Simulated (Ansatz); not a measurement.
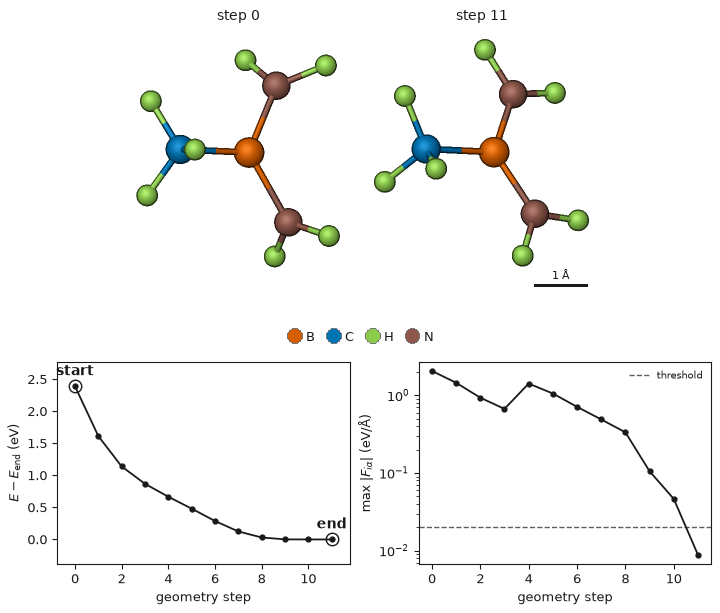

First and last geometry of a relaxation of CH₇BN₂, with the history of the run. A ball-and-stick model, seen at a tilt.

The run prepares the start of a later molecular dynamics calculation, from a guessed geometry.

Level of theory: RKS PBE0-D4/def2-SVP in Ansatz.

The input:
```yaml
crystal:
  periodic: [false, false, false]
  atoms:
    - { symbol: B, position_ang: [0.0, 0.0, 0.0] }
    - { symbol: C, position_ang: [0.0, 0.0, 1.6] }
    - { symbol: H, position_ang: [-0.9996, -0.3092, 1.9705] }
    - { symbol: H, position_ang: [0.7676, -0.7111, 1.9705] }
    - { symbol: H, position_ang: [0.232, 1.0203, 1.9705] }
    - { symbol: "N", position_ang: [1.3423, 0.0, -0.775] }
    - { symbol: H, position_ang: [1.8089, -0.9179, -1.0268] }
    - { symbol: H, position_ang: [1.7937, 0.9179, -1.0532] }
    - { symbol: "N", position_ang: [-1.3423, 0.0, -0.775] }
    - { symbol: H, position_ang: [-2.0112, -0.8164, -0.6764] }
    - { symbol: H, position_ang: [-1.5914, 0.8164, -1.4036] }
basis:
  gaussian: { orbitals: def2-SVP }
hamiltonian:
  xc: pbe0
  dispersion: d4
relax:
  f_tol: 0.02
  max_steps: 40
```

Run as
```bash
ansatz run input.yaml --threads 1 --pin off --max-ram 2048MiB --backend cpu --events-out ev --progress --plain --runs-dir out
```

Question: Read the history and describe the run.

Answer: It converged. H7 moves most after the best rigid fit: 1.40 Å. Largest moves by element: H 1.40 Å, N 0.24 Å, C 0.06 Å, B 0.05 Å. Some distances before and after: B1–N6 1.550 → 1.419 Å, N6–H7 1.060 → 1.010 Å, B1–C2 1.600 → 1.589 Å, C2–H3 1.110 → 1.101 Å. Among the angles between lasting bonds that change: H10–N9–H11 120.0° → 113.6°, B1–N9–H11 120.0° → 124.3°, B1–C2–H3 109.5° → 113.2°. Groups turn about B1–N6 by about 90°, B1–N9 by about 65°, B1–C2 by about 30°. The energy falls by 2.390 eV in 11 geometry steps. The largest force component goes from 2.1 to 0.0088 eV/Å.
